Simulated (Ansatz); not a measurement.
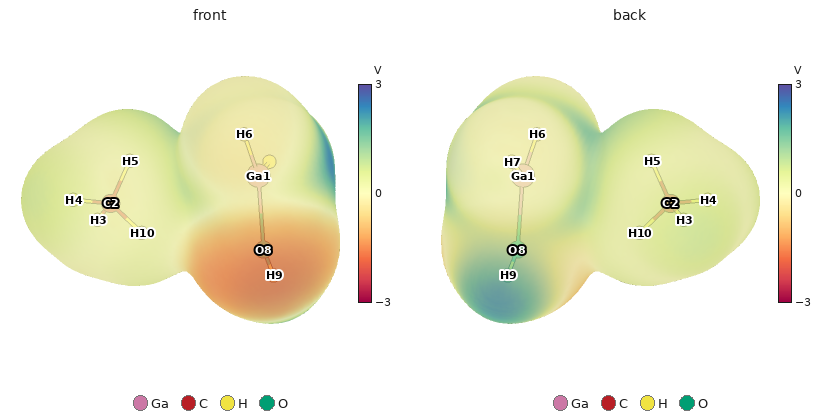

Figure 1: GaH$_{3}$O···CH$_{4}$. The electrostatic potential painted on the density surface at 0.002 e/bohr³, seen from the front and from behind; the colour scale runs from red (negative) to blue (positive).

Level of theory: RKS PBE/def2-mTZVP (Ansatz).

```csv
atom,x (Å),y (Å),z (Å)
Ga,-0.0418,-0.4485,-0.6742
C,-0.0030,-0.1804,2.8593
H,-0.9791,-0.1458,3.3586
H,0.7969,-0.1361,3.6089
H,0.0904,0.6873,2.1908
H,1.4187,0.1199,-0.7313
H,-1.4191,0.3016,-0.8456
O,-0.0790,-2.2451,-0.4070
H,-0.9845,-2.6071,-0.3939
H,0.0864,-1.1170,2.2924
```

Q: Describe the electrostatic potential map.

A: The most negative region (about −1.6 V) lies over O8, the most positive (about +2.3 V) over Ga1. O8 is the likeliest acceptor of a hydrogen bond.
